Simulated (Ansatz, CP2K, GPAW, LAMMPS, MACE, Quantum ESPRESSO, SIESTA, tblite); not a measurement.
# Amorphous 29Ga2O3-71GeO2 (mol %) (86 atoms): atom by atom

86 atoms (14 Fe, 17 Ge, 55 O) placed at random at 3.54 g/cm³, melted at 5000 K for 10 ps at fixed volume with the Morse and Coulomb pair potential with partial charges (Pedone, Malavasi, Menziani, Cormack and Segre, J. Phys. Chem. B 110, 11780 (2006)). Quenched from 5000 K to 300 K at 100 K/ps and fixed volume, held 5 ps, then minimised at fixed cell. Then Fe was replaced by Ga and the cell scaled by 1.006 (the potential has no terms for the new elements, so the cell is a start for a DFT relaxation).

Geometry: the geometry as built. Computed with SIESTA 5.4.2: Kohn-Sham DFT, PBE, PseudoDojo 0.4.1 norm-conserving pseudopotentials (converted to PSML), numerical atomic orbitals (DZP), diagonalisation; shift 0.01 Ry; mesh 500 Ry; levels smeared at 580 K; far from plane-wave PBE on this cell, through basis, grid or potentials; Γ point; density 3.71 g/cm³.

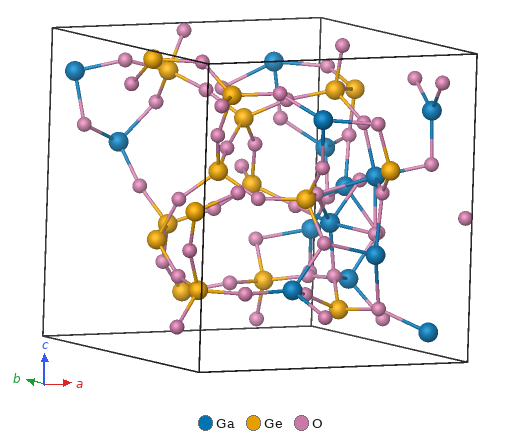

The structure (gallium blue, germanium orange, oxygen pink). Bonds to atoms that aren't drawn are left out. Some periodic images of atoms are drawn too.

Cell vectors (Å):

```
11.142 0.000 0.000
0.000 11.142 0.000
0.000 0.000 11.142
```

Positions in Å, forces in eV/Å, q the Hirshfeld charge in e:

```tsv
atom	x	y	z	q	fx	fy	fz
Ga1	9.002	3.279	6.398	0.42	-0.709	-0.248	-0.145
Ga2	8.914	10.572	9.692	0.49	-0.276	-0.965	-0.285
Ga3	9.956	6.596	2.277	0.54	0.334	-0.137	-1.131
Ga4	10.732	2.377	8.827	0.48	1.355	0.922	0.296
Ga5	5.110	2.273	2.528	0.50	-0.197	-0.222	-0.026
Ga6	0.761	10.753	9.601	0.51	1.271	-0.357	-0.811
Ga7	10.235	1.299	0.956	0.47	0.538	0.070	1.754
Ga8	10.487	10.251	3.635	0.48	0.012	1.262	-0.201
Ga9	5.336	0.852	8.841	0.54	-0.691	0.686	-1.319
Ga10	9.968	7.043	5.569	0.47	-0.564	-0.067	0.792
Ga11	10.715	9.822	6.616	0.44	-0.024	0.143	-0.239
Ga12	2.737	10.875	6.965	0.49	-0.500	-0.424	-0.989
Ga13	8.103	1.572	3.791	0.50	-0.280	0.618	0.529
Ga14	8.194	5.017	4.542	0.47	-0.668	-0.843	0.525
Ge15	3.805	9.317	9.695	0.55	-0.217	-0.607	-0.267
Ge16	7.725	0.048	7.022	0.49	-1.225	-0.012	-0.471
Ge17	0.662	5.080	10.702	0.55	-0.558	-0.275	-0.558
Ge18	10.476	7.445	9.012	0.54	-0.974	-1.229	0.800
Ge19	5.146	10.156	1.559	0.54	-0.185	0.034	0.936
Ge20	2.695	2.869	9.582	0.55	-0.258	0.041	-0.641
Ge21	1.568	5.964	4.045	0.57	1.395	-0.722	0.284
Ge22	8.138	4.866	9.362	0.54	0.762	1.213	-0.721
Ge23	8.301	9.777	1.899	0.51	-0.757	-0.129	-0.746
Ge24	5.792	2.674	5.750	0.51	0.519	0.608	1.094
Ge25	3.633	8.746	4.220	0.55	1.252	0.373	0.891
Ge26	0.654	1.736	5.579	0.52	1.027	-0.649	-0.612
Ge27	8.005	3.902	1.551	0.53	-0.270	-0.822	-0.758
Ge28	1.633	3.025	2.555	0.52	-0.072	-0.755	0.497
Ge29	5.411	6.606	8.242	0.56	0.316	-0.005	-0.820
Ge30	3.195	4.535	6.630	0.57	1.385	-0.360	0.542
Ge31	6.758	8.195	5.603	0.55	-1.232	0.468	0.640
O32	8.558	5.243	2.588	-0.23	0.634	2.166	1.416
O33	11.008	0.228	5.178	-0.28	-1.616	-2.828	-0.426
O34	5.738	1.489	7.027	-0.30	-0.082	-2.049	1.932
O35	2.172	1.344	6.257	-0.32	2.677	-0.181	1.138
O36	4.294	3.514	5.720	-0.29	-1.609	0.145	-1.625
O37	2.177	4.164	10.653	-0.27	1.930	0.838	1.883
O38	7.973	7.123	4.923	-0.27	2.012	-1.252	-1.135
O39	8.728	2.302	1.736	-0.27	0.859	-2.162	0.301
O40	1.516	1.570	9.392	-0.29	-2.422	-1.495	-0.479
O41	2.007	5.235	5.577	-0.28	-1.229	-0.120	1.162
O42	1.003	10.386	7.705	-0.29	-0.010	-0.132	0.337
O43	9.488	5.206	6.026	-0.31	-0.408	0.448	-1.104
O44	4.044	10.538	8.400	-0.25	0.886	1.741	-1.641
O45	6.430	3.612	2.178	-0.33	-2.191	0.031	0.713
O46	8.533	10.588	0.406	-0.30	0.556	1.955	-2.835
O47	10.337	8.892	4.953	-0.29	0.331	0.209	0.612
O48	1.791	4.749	2.856	-0.28	0.627	1.097	-1.750
O49	8.576	10.893	3.260	-0.25	0.254	1.105	1.966
O50	8.574	3.499	8.329	-0.29	0.909	-1.859	-0.810
O51	2.176	9.621	10.084	-0.32	-2.722	-0.151	1.155
O52	4.735	9.889	11.035	-0.27	1.072	0.441	-0.572
O53	3.993	9.614	2.743	-0.28	-1.704	0.052	-0.359
O54	10.250	0.859	10.019	-0.21	0.233	-0.595	0.427
O55	6.133	1.864	4.241	-0.26	0.046	-1.558	-2.713
O56	0.640	6.508	9.639	-0.29	2.594	0.654	-0.490
O57	2.990	9.711	5.497	-0.34	-1.000	0.867	1.187
O58	6.427	7.499	7.155	-0.31	1.021	0.219	1.101
O59	2.535	7.405	3.946	-0.29	-0.125	0.357	-0.921
O60	4.517	7.832	9.137	-0.28	-0.427	-0.451	0.858
O61	4.246	5.758	7.292	-0.30	-0.344	0.860	-0.340
O62	11.008	6.401	3.942	-0.24	-2.280	0.845	-0.037
O63	5.238	8.242	4.777	-0.30	0.080	-0.874	-0.839
O64	6.975	3.964	5.749	-0.30	1.994	2.031	0.656
O65	10.884	3.912	9.809	-0.33	-2.118	-1.294	-1.037
O66	4.221	2.075	9.691	-0.32	2.481	-0.762	0.884
O67	9.352	8.432	2.194	-0.30	1.882	-2.145	0.779
O68	8.189	1.377	6.048	-0.28	0.710	2.065	-1.956
O69	0.519	2.550	1.320	-0.32	-0.893	-0.063	-1.656
O70	7.267	9.823	6.059	-0.29	-0.145	-0.181	-1.381
O71	8.997	3.158	4.333	-0.31	0.396	-0.274	0.505
O72	6.643	9.338	1.915	-0.29	-0.580	-2.346	0.558
O73	10.932	5.742	0.901	-0.33	-1.000	0.833	2.069
O74	0.920	2.505	4.078	-0.29	-0.969	0.628	0.293
O75	10.520	7.829	7.309	-0.26	0.274	0.812	-3.122
O76	5.556	0.657	1.721	-0.33	0.633	2.513	-0.073
O77	6.516	5.488	8.994	-0.29	-0.675	-0.959	0.981
O78	10.915	10.986	1.980	-0.36	0.286	-0.285	-0.157
O79	7.147	0.039	8.729	-0.25	-0.855	0.195	2.222
O80	9.125	6.334	9.220	-0.31	-0.999	0.377	0.207
O81	10.261	9.069	9.666	-0.28	0.084	2.506	1.146
O82	10.802	2.404	6.876	-0.24	-2.100	1.559	1.830
O83	3.249	2.442	2.432	-0.33	2.321	-0.800	-0.376
O84	2.646	3.703	8.039	-0.30	-1.359	0.130	-0.512
O85	9.312	10.668	7.627	-0.28	1.538	-0.537	1.697
O86	8.091	4.350	11.033	-0.28	0.034	0.073	-0.508
```

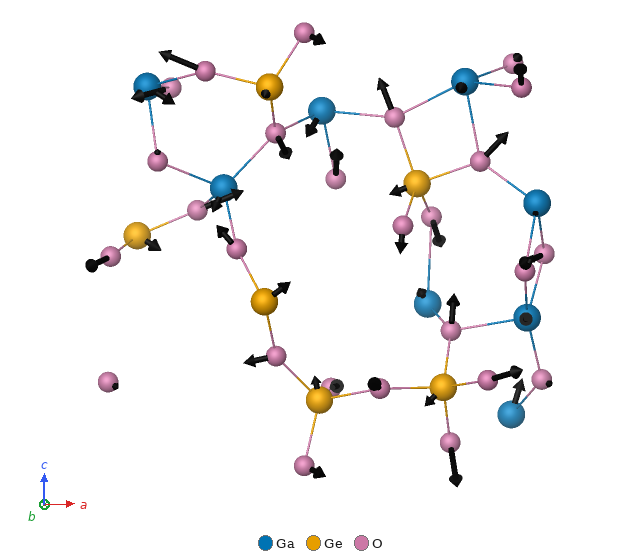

The forces as arrows, the longest 3.49 eV/Å. Drawn is a slice 5 Å thick, seen along the normal of the ac plane. Bonds to atoms that aren't drawn are left out.

The quench rate of 100 K/ps is many orders above laboratory rates, so the cell is likely richer in defects and strain than a real sample. The network of bonds at the start is that of the classical potential that made the cell, and needn't be the one that DFT or experiment would give. Only the Γ point is sampled, in a cell whose shortest periodic width is 11 Å.

The r.m.s. force component is 1.12 eV/Å; the longest force, 3.49 eV/Å, acts on O46.

[Logs are printed without paths, hosts, clocks, repeated set-up lines and the standing remarks that a program may print on its own settings, such as how far it seeks lower states.]

[Hosts, paths, dates, database ids (printed as entryN), source tags and the programs' standing remarks are cut or masked in the printed files.]
